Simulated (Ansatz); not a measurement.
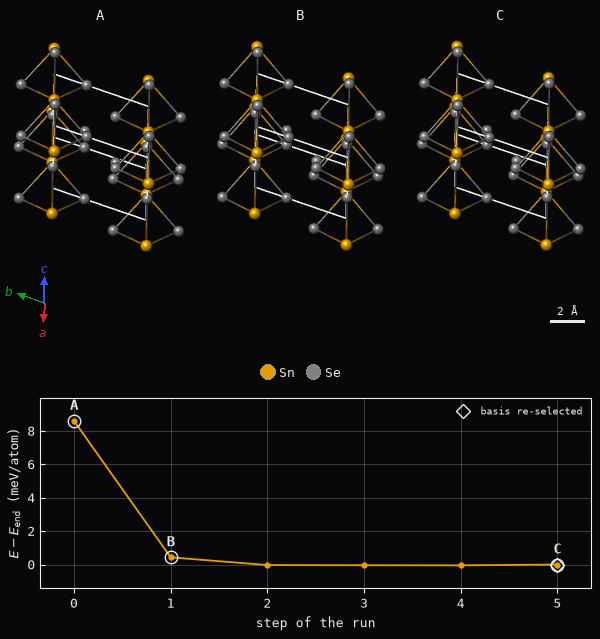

Frames of a relaxation of a crystal of SnSe5 (a generated structure, set up in P-62m), marked on the history of the run. Style: ball-and-stick. Shown: the cell of the calculation, from a free direction.

Level of theory: DFT PBE, scalar-relativistic, plane waves, PAW in Ansatz. Settings: plane-wave cutoff 420 eV; k-point mesh 6 × 6 × 10; occupations gaussian; smearing width 0.1 eV; no spin polarisation; cell and atoms relaxed; force threshold 0.01 eV/Å; at most 80 steps.

Q: Describe the path.

A: The largest moves relative to the cell, 0.046 Å, are those of Se atoms. Sn stays in place. The volume changes by −2.5 %, with a = b 6.672 → 6.472 Å (−3.0 %), c 3.778 → 3.914 Å (+3.6 %). Near-neighbour distances that change, for instance: Se–Sn 2.965 → 2.992 Å. Among the angles between lasting bonds that change: Sn–Se–Sn 79.2° → 81.7°, Se–Sn–Se 79.2° → 81.7°. The space group stays P-62m (No. 189). The energy falls by 8.6 meV per atom in 4 accepted moves (5 points after the start). Largest force component: 0.045 eV/Å at the start, 0.00015 eV/Å at the end. Pressure: −0.47 GPa at the start and 0.00 GPa at the end. At 1 point the geometry stayed and the basis and grid were re-selected for the new cell (energy shift of less than 0.05 meV per atom at most each time). From step 0 to 1: Se atoms move most (0.02 Å), volume −2.6 %, energy −8.2 meV per atom. From step 1 to 5: Se atoms move most (0.03 Å), volume +0.1 %, energy −0.4 meV per atom.

```tsv
step	E − E(0), meV/atom	largest force component, eV/Å	pressure, GPa	volume, Å³/atom	note
0	0.00	0.0454	-0.47	24.272	
1	-8.17	0.0659	0.06	23.640	
2	-8.63	0.0106	0.09	23.640	
3	-8.65	0.0008	-0.05	23.687	
4	-8.65	0.0001	0.00	23.667	
5	-8.60	0.0001	0.00	23.667	same geometry, new basis
```

Limits of the set-up: layers or molecules are held without a dispersion correction, so their spacing is unreliable.
